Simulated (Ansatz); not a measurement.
Pd, pressure series

Consider Pd in the fcc (Cu type) structure (space group Fm-3m, No. 225; a = 3.9428 Å).

Cell and atoms are relaxed at each pressure.

Calculations: DFT with PBE, PAW potentials and a 420 eV plane-wave cutoff in Ansatz (a first-principles code), no spin-orbit coupling.

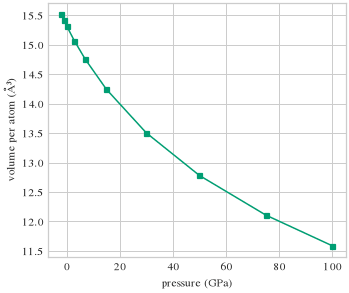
Figure: Volume per atom against pressure

```tsv
pressure (GPa)	volume per atom
-2	15.51 Å³
-1	15.42 Å³
3	15.06 Å³
7	14.76 Å³
15	14.24 Å³
30	13.50 Å³
50	12.78 Å³
75	12.11 Å³
100	11.59 Å³
```

Load acts through the strain it causes; cell and atoms are relaxed under it. Whether these cells are dynamically stable was not tested. Competing high-pressure phases were not computed. All final runs are without spin polarisation.
